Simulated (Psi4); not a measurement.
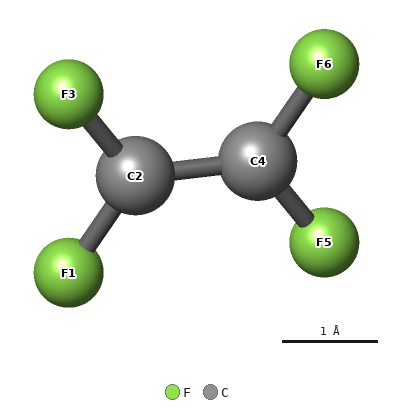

Fig. 1: The input geometry (ball-and-stick view, seen at a tilt; atoms are numbered from 1 in the order of the input).

# Energy and gradient calculation of C₂F₄

- system: C₂F₄, multiplicity 3
- method: PBE0/6-31G*, UKS (Psi4 1.11)

The geometry is that of the parent species in another charge or spin state. The geometry comes from this level: PBE0-D4/def2-TZVP.

The program's output:
```
Psi4 1.11 release

gradient() will perform analytic gradient computation.

   => Loading Basis Set <=

    Name: 6-31G*
    Role: ORBITAL
    Keyword: BASIS

         ---------------------------------------------------------
                                   SCF
                              UKS Reference
                        1 Threads,   1525 MiB Core
         ---------------------------------------------------------

  ==> Geometry <==

    Molecular point group: c1
    Full point group: C1

    Geometry (in Angstrom), charge = 0, multiplicity = 3:

       Center              X                  Y                   Z               Mass
    ------------   -----------------  -----------------  -----------------  -----------------
         F            0.000057000600    -0.551239902903    -1.673389019372    18.998403162730
         C            0.000057000600    -0.551239902903    -0.362986019372    12.000000000000
         F            0.000057000600    -1.755026737293     0.154899382885    18.998403162730
         C           -0.000042864191     0.551232355954     0.362894211022    12.000000000000
         F           -0.000013999742     1.755052095288    -0.154823583710    18.998403162730
         F           -0.000108930467     0.551219311803     1.673371209292    18.998403162730

  Running in c1 symmetry.

  Rotational constants: A =      0.18518  B =      0.10854  C =      0.06843 [cm^-1]
  Rotational constants: A =   5551.58817  B =   3253.94631  C =   2051.50180 [MHz]
  Nuclear repulsion =  245.555227630409746

  Charge       = 0
  Multiplicity = 3
  Electrons    = 48
  Nalpha       = 25
  Nbeta        = 23

  ==> Algorithm <==

  SCF Algorithm Type is PK.
  DIIS enabled.
  MOM disabled.
  Fractional occupation disabled.
  Guess Type is SAD.
  Energy threshold   = 1.00e-09
  Density threshold  = 1.00e-08
  Integral threshold = 1.00e-12

  ==> Primary Basis <==

  Basis Set: 6-31G*
    Blend: 6-31G*
    Number of shells: 36
    Number of basis functions: 84
    Number of Cartesian functions: 90
    Spherical Harmonics?: true
    Max angular momentum: 2

  ==> DFT Potential <==

   => LibXC <=

    Version 7.1.2

   => Composite Functional: PBE0 <=

    PBE0 Hyb-GGA Exchange-Correlation Functional

    Deriv               =              1
    GGA                 =           TRUE
    Meta                =          FALSE

    Exchange Hybrid     =           TRUE
    MP2 Hybrid          =          FALSE

   => Exchange Functionals <=

    0.7500   Perdew, Burke & Ernzerhof

   => Exact (HF) Exchange <=

    0.2500               HF

   => Correlation Functionals <=

    1.0000   Perdew, Burke & Ernzerhof

   => LibXC Density Thresholds  <==

    XC_HYB_GGA_XC_PBEH:  1.00E-15

   => Molecular Quadrature <=

    Radial Scheme          =       TREUTLER
    Pruning Scheme         =           NONE
    Nuclear Scheme         =       TREUTLER

    Blocking Scheme        =         OCTREE
    BS radius alpha        =              1
    Pruning alpha          =              1
    Radial Points          =             99
    Spherical Points       =            590
    Total Points           =         331355
    Total Blocks           =           2465
    Max Points             =            256
    Max Functions          =             81
    Weights Tolerance      =       1.00E-15

  ==> Integral Setup <==

  Using in-core PK algorithm.
   Calculation information:
      Number of atoms:                   6
      Number of AO shells:              36
      Number of primitives:             90
      Number of atomic orbitals:        90
      Number of basis functions:        84

      Integral cutoff                 1.00e-12
      Number of threads:                 1

  Performing in-core PK
  Using 12748470 doubles for integral storage.
  We computed 193410 shell quartets total.
  Whereas there are 222111 unique shell quartets.

  ==> DiskJK: Disk-Based J/K Matrices <==

    J tasked:                  Yes
    K tasked:                  Yes
    wK tasked:                  No
    Memory [MiB]:              477
    Schwarz Cutoff:          1E-12

  Cached 100.0% of DFT collocation blocks in 0.651 [GiB].

  Minimum eigenvalue in the overlap matrix is 2.8586930740E-03.
  Reciprocal condition number of the overlap matrix is 7.0794722939E-04.
    Using symmetric orthogonalization.

  ==> Pre-Iterations <==

  SCF Guess: Superposition of Atomic Densities via on-the-fly atomic UHF (no occupation information).

   -------------------------
    Irrep   Nso     Nmo
   -------------------------
     A         84      84
   -------------------------
    Total      84      84
   -------------------------

  ==> Iterations <==

                        Total Energy        Delta E     RMS |[F,P]|

   @UKS iter SAD:  -474.91064219629845   -4.74911e+02   0.00000e+00
   @UKS iter   1:  -474.83290098279025    7.77412e-02   3.59965e-03 ADIIS/DIIS
   @UKS iter   2:  -474.85544205543198   -2.25411e-02   2.43670e-03 ADIIS/DIIS
   @UKS iter   3:  -474.86632105361292   -1.08790e-02   8.70222e-04 ADIIS/DIIS
   @UKS iter   4:  -474.86806291402752   -1.74186e-03   1.58401e-04 ADIIS/DIIS
   @UKS iter   5:  -474.86817887811281   -1.15964e-04   4.84652e-05 DIIS
   @UKS iter   6:  -474.86819044413301   -1.15660e-05   7.84267e-06 DIIS
   @UKS iter   7:  -474.86819099820048   -5.54067e-07   1.56964e-06 DIIS
   @UKS iter   8:  -474.86819101068863   -1.24882e-08   3.70785e-07 DIIS
   @UKS iter   9:  -474.86819101130305   -6.14421e-10   2.02920e-07 DIIS
   @UKS iter  10:  -474.86819101139764   -9.45874e-11   6.43430e-08 DIIS
   @UKS iter  11:  -474.86819101141543   -1.77920e-11   7.73373e-09 DIIS
  Energy and wave function converged.

  ==> Post-Iterations <==

   Electrons on quadrature grid:
      Nalpha   =   24.9999999043 ; deviation = -9.566e-08
      Nbeta    =   22.9999998920 ; deviation = -1.080e-07
      Ntotal   =   47.9999997963 ; deviation = -2.037e-07

   @Spin Contamination Metric:   6.355672327E-03
   @S^2 Expected:                2.000000000E+00
   @S^2 Observed:                2.006355672E+00
   @S   Expected:                1.000000000E+00
   @S   Observed:                1.000000000E+00

    Orbital Energies [Eh]
    ---------------------

    Alpha Occupied:

       1A    -24.834100     2A    -24.834037     3A    -24.834030
       4A    -24.834005     5A    -10.383227     6A    -10.382459
       7A     -1.343542     8A     -1.327566     9A     -1.283546
      10A     -1.272350    11A     -0.850945    12A     -0.683123
      13A     -0.634617    14A     -0.628665    15A     -0.598157
      16A     -0.580507    17A     -0.544664    18A     -0.499718
      19A     -0.486960    20A     -0.482386    21A     -0.463461
      22A     -0.460889    23A     -0.444517    24A     -0.311505
      25A     -0.084517

    Alpha Virtual:

      26A      0.079289    27A      0.130030    28A      0.161512
      29A      0.411273    30A      0.438930    31A      0.475948
      32A      0.497630    33A      0.519365    34A      0.560054
      35A      0.594821    36A      0.596895    37A      0.630765
      38A      0.951104    39A      1.122840    40A      1.155553
      41A      1.159987    42A      1.164456    43A      1.177147
      44A      1.195476    45A      1.277862    46A      1.311555
      47A      1.334130    48A      1.352770    49A      1.359585
      50A      1.366184    51A      1.391930    52A      1.455147
      53A      1.458969    54A      1.538038    55A      1.629446
      56A      1.712520    57A      1.727817    58A      1.758950
      59A      1.797451    60A      1.816299    61A      1.829081
      62A      1.829597    63A      1.935719    64A      1.940195
      65A      1.944387    66A      1.974299    67A      1.986643
      68A      2.029390    69A      2.060388    70A      2.063865
      71A      2.225077    72A      2.274713    73A      2.321691
      74A      2.368122    75A      2.382438    76A      2.674034
      77A      2.676838    78A      2.760483    79A      2.794754
      80A      3.000532    81A      3.028940    82A      3.125847
      83A      3.295055    84A      3.342576

    Beta Occupied:

       1A    -24.829913     2A    -24.829850     3A    -24.829842
       4A    -24.829817     5A    -10.365246     6A    -10.364437
       7A     -1.330406     8A     -1.316235     9A     -1.274790
      10A     -1.263623    11A     -0.807998    12A     -0.664946
      13A     -0.625621    14A     -0.620758    15A     -0.575752
      16A     -0.538484    17A     -0.504384    18A     -0.495994
      19A     -0.460904    20A     -0.455633    21A     -0.453578
      22A     -0.451159    23A     -0.441433

    Beta Virtual:

      24A     -0.123069    25A      0.094337    26A      0.128639
      27A      0.190032    28A      0.198045    29A      0.431117
      30A      0.461439    31A      0.520975    32A      0.528124
      33A      0.544279    34A      0.583325    35A      0.612061
      36A      0.636472    37A      0.657301    38A      0.976096
      39A      1.152614    40A      1.158728    41A      1.169706
      42A      1.182708    43A      1.207361    44A      1.216485
      45A      1.280108    46A      1.318139    47A      1.336100
      48A      1.354321    49A      1.386378    50A      1.395994
      51A      1.409584    52A      1.463905    53A      1.484230
      54A      1.571059    55A      1.641895    56A      1.729215
      57A      1.732833    58A      1.761850    59A      1.812834
      60A      1.823539    61A      1.834185    62A      1.834647
      63A      1.947285    64A      1.955032    65A      1.962922
      66A      1.976271    67A      1.988302    68A      2.037050
      69A      2.072287    70A      2.121513    71A      2.228583
      72A      2.308812    73A      2.329035    74A      2.418459
      75A      2.437773    76A      2.723146    77A      2.735996
      78A      2.769850    79A      2.803213    80A      3.008463
      81A      3.037932    82A      3.139197    83A      3.306119
      84A      3.353463

    Final Occupation by Irrep:
              A
    DOCC [    23 ]
    SOCC [     2 ]
    NA   [    25 ]
    NB   [    23 ]

  @UKS Final Energy:  -474.86819101141543

   => Energetics <=

    Nuclear Repulsion Energy =            245.5552276304097461
    One-Electron Energy =               -1147.1535266850437438
    Two-Electron Energy =                 466.4155841771669770
    DFT Exchange-Correlation Energy =     -39.6854761339483701
    Empirical Dispersion Energy =           0.0000000000000000
    VV10 Nonlocal Energy =                  0.0000000000000000
    Total Energy =                       -474.8681910114154334

  UHF NO Occupations:
  HONO-2 :   23  A 1.9989168
  HONO-1 :   24  A 1.0000000
  HONO-0 :   25  A 1.0000000
  LUNO+0 :   26  A 0.0010832
  LUNO+1 :   27  A 0.0009115
  LUNO+2 :   28  A 0.0004527
  LUNO+3 :   29  A 0.0002532

Computation Completed

Properties will be evaluated at   0.000000,   0.000000,   0.000000 [a0]

Properties computed using the SCF density matrix

 Multipole Moments:

 ------------------------------------------------------------------------------------
     Multipole            Electronic (a.u.)      Nuclear  (a.u.)        Total (a.u.)
 ------------------------------------------------------------------------------------

 L = 1.  Multiply by 2.5417464519 to convert [e a0] to [Debye]
 Dipole X            :         -0.0000224            0.0000084           -0.0000140
 Dipole Y            :          0.0000141           -0.0000045            0.0000096
 Dipole Z            :         -0.0001611           -0.0000547           -0.0002158
 Magnitude           :                                                    0.0002165

 ------------------------------------------------------------------------------------

	total time  =         11 seconds =       0.18 minutes

         ------------------------------------------------------------
                                   SCF GRAD
         ------------------------------------------------------------

  ==> Geometry <==

    Molecular point group: c1
    Full point group: C1

    Geometry (in Angstrom), charge = 0, multiplicity = 3:

       Center              X                  Y                   Z               Mass
    ------------   -----------------  -----------------  -----------------  -----------------
         F            0.000057000600    -0.551239902903    -1.673389019372    18.998403162730
         C            0.000057000600    -0.551239902903    -0.362986019372    12.000000000000
         F            0.000057000600    -1.755026737293     0.154899382885    18.998403162730
         C           -0.000042864191     0.551232355954     0.362894211022    12.000000000000
         F           -0.000013999742     1.755052095288    -0.154823583710    18.998403162730
         F           -0.000108930467     0.551219311803     1.673371209292    18.998403162730

  Nuclear repulsion =  245.555227630409746

  ==> Basis Set <==

  Basis Set: 6-31G*
    Blend: 6-31G*
    Number of shells: 36
    Number of basis functions: 84
    Number of Cartesian functions: 90
    Spherical Harmonics?: true
    Max angular momentum: 2

  ==> DirectJKGrad: Integral-Direct SCF Gradients <==

    Gradient:                    1
    J tasked:                  Yes
    K tasked:                  Yes
    wK tasked:                  No
    Integrals threads:           1
    Schwarz Cutoff:          1E-12

  ==> DFT Potential <==

   => LibXC <=

    Version 7.1.2

   => Composite Functional: PBE0 <=

    PBE0 Hyb-GGA Exchange-Correlation Functional

    Deriv               =              1
    GGA                 =           TRUE
    Meta                =          FALSE

    Exchange Hybrid     =           TRUE
    MP2 Hybrid          =          FALSE

   => Exchange Functionals <=

    0.7500   Perdew, Burke & Ernzerhof

   => Exact (HF) Exchange <=

    0.2500               HF

   => Correlation Functionals <=

    1.0000   Perdew, Burke & Ernzerhof

   => LibXC Density Thresholds  <==

    XC_HYB_GGA_XC_PBEH:  1.00E-15

   => Molecular Quadrature <=

    Radial Scheme          =       TREUTLER
    Pruning Scheme         =           NONE
    Nuclear Scheme         =       TREUTLER

    Blocking Scheme        =         OCTREE
    BS radius alpha        =              1
    Pruning alpha          =              1
    Radial Points          =             99
    Spherical Points       =            590
    Total Points           =         331355
    Total Blocks           =           2465
    Max Points             =            256
    Max Functions          =             81
    Weights Tolerance      =       1.00E-15

  -Total Gradient:
     Atom            X                  Y                   Z
    ------   -----------------  -----------------  -----------------
       1        0.000014405419    -0.010675795279     0.013245907831
       2       -0.000048557165     0.184767371098     0.121607714023
       3        0.000002842216     0.007898334506    -0.015020895807
       4        0.000041324144    -0.184754712975    -0.121699825396
       5       -0.000011520542    -0.007923231838     0.015048503799
       6        0.000001509442     0.010688069849    -0.013181466657

	total time  =          3 seconds =       0.05 minutes

Properties will be evaluated at   0.000000,   0.000000,   0.000000 [a0]

Properties computed using the PBE0 density matrix

  Mulliken Charges: (a.u.)
   Center  Symbol    Alpha    Beta     Spin     Total
       1     F     4.66317  4.59409  0.06909 -0.25726
       2     C     3.17364  2.31179  0.86185  0.51457
       3     F     4.66318  4.59411  0.06907 -0.25730
       4     C     3.17365  2.31180  0.86185  0.51456
       5     F     4.66317  4.59410  0.06908 -0.25727
       6     F     4.66319  4.59412  0.06907 -0.25731

   Total alpha = 25.00000, Total beta = 23.00000, Total charge = -0.00000

  Lowdin Charges: (a.u.)
   Center  Symbol    Alpha    Beta     Spin     Total
       1     F     4.57410  4.46490  0.10920 -0.03900
       2     C     3.35178  2.57016  0.78162  0.07806
       3     F     4.57412  4.46494  0.10918 -0.03905
       4     C     3.35177  2.57014  0.78163  0.07808
       5     F     4.57411  4.46491  0.10919 -0.03902
       6     F     4.57413  4.46495  0.10918 -0.03907

  Total alpha = 25.00000, Total beta = 23.00000, Total charge = -0.00000

  Mayer Bond Indices:

  Total Bond Index:
  Irrep: 1 Size: 6 x 6

                 1                   2                   3                   4                   5

    1     0.00000000000000     1.05597091762828     0.03040069366141     0.01218859680189     0.00534833952372
    2     1.05597091762828     0.00000000000000     1.05592347957032     0.86429034670714     0.01217742191288
    3     0.03040069366141     1.05592347957032     0.00000000000000     0.01218458632708     0.00742430837013
    4     0.01218859680189     0.86429034670714     0.01218458632708     0.00000000000000     1.05596844247393
    5     0.00534833952372     0.01217742191288     0.00742430837013     1.05596844247393     0.00000000000000
    6     0.00742454493530     0.01218405447856     0.00534967578006     1.05590727338859     0.03039604420665

                 6

    1     0.00742454493530
    2     0.01218405447856
    3     0.00534967578006
    4     1.05590727338859
    5     0.03039604420665
    6     0.00000000000000

  Alpha Contribution:
  Irrep: 1 Size: 6 x 6

                 1                   2                   3                   4                   5

    1     0.00000000000000     0.45752226791340     0.00821915173347     0.00552146467531     0.00154326732774
    2     0.45752226791340     0.00000000000000     0.45751179693230     0.40008039830591     0.00551691903699
    3     0.00821915173347     0.45751179693230     0.00000000000000     0.00551985492909     0.00323736441160
    4     0.00552146467531     0.40008039830591     0.00551985492909     0.00000000000000     0.45752540058230
    5     0.00154326732774     0.00551691903699     0.00323736441160     0.45752540058230     0.00000000000000
    6     0.00323721728574     0.00551950621952     0.00154387539815     0.45750386311015     0.00821697841646

                 6

    1     0.00323721728574
    2     0.00551950621952
    3     0.00154387539815
    4     0.45750386311015
    5     0.00821697841646
    6     0.00000000000000

  Beta Contribution:
  Irrep: 1 Size: 6 x 6

                 1                   2                   3                   4                   5

    1     0.00000000000000     0.59844864971488     0.02218154192794     0.00666713212659     0.00380507219598
    2     0.59844864971488     0.00000000000000     0.59841168263802     0.46420994840123     0.00666050287589
    3     0.02218154192794     0.59841168263802     0.00000000000000     0.00666473139799     0.00418694395853
    4     0.00666713212659     0.46420994840123     0.00666473139799     0.00000000000000     0.59844304189163
    5     0.00380507219598     0.00666050287589     0.00418694395853     0.59844304189163     0.00000000000000
    6     0.00418732764956     0.00666454825904     0.00380580038190     0.59840341027844     0.02217906579019

                 6

    1     0.00418732764956
    2     0.00666454825904
    3     0.00380580038190
    4     0.59840341027844
    5     0.02217906579019
    6     0.00000000000000

  Atomic Valences:

 #  #
 Irrep: 1
      1:    1.111333092550607
      2:    3.000546220297188
      3:    1.111282743709001
      4:    3.000539245698642
      5:    1.111314556487305
      6:    1.111261592789148

    Psi4 run time: 0:00:14.13
```

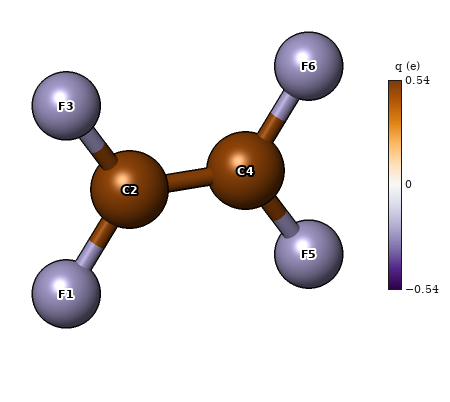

Fig. 2: Mulliken charges, as the colour of each atom (ball-and-stick view, seen at a tilt; atoms are numbered from 1 in the order of the input). By element: F −0.26 and C +0.51 e.

The run was set up as follows.

Input (calc.dat):
```
memory 1.6 GB

molecule molecule1 {
  0 3
  F
  C 1 R2
  F 2 R3 1 A3
  C 2 R4 1 A4 3 D4
  F 4 R5 2 A5 1 D5
  F 4 R6 5 A6 2 D6

  R2 = 1.310403
  R3 = 1.310461
  A3 = 113.27803
  R4 = 1.31998
  A4 = 123.36136
  D4 = -179.99481
  R5 = 1.310425
  A5 = 123.36791
  D5 = -0.00722
  R6 = 1.310477
  A6 = 113.2713
  D6 = 179.99658
  symmetry c1
}

set basis 6-31G*
set reference uks
set puream true
set e_convergence 1e-09
set d_convergence 1e-08
set scf_type pk
set dft_radial_points 99
set dft_spherical_points 590
set maxiter 100

energy_value, wavefunction = gradient("pbe0", return_wfn=True)
oeprop(wavefunction, "MAYER_INDICES", "LOWDIN_CHARGES", "MULLIKEN_CHARGES", title="PBE0")
```

Launch command:
```bash
psi4 -n 1 calc.dat calc.out
```

Summary:

| quantity | value |
| --- | --- |
| outcome | converged |
| total energy | −474.868191 hartree |
| basis functions | 84 |
| largest force | 11.376 eV/Å |
| ⟨S²⟩ | 2.006 |
| dipole moment | 0.00 D |
| hardware | 1 thread of Intel Xeon (Granite Rapids), 64 GiB of memory available, shared host |
| wall time | 15 s |
| peak memory | 0.98 GiB |
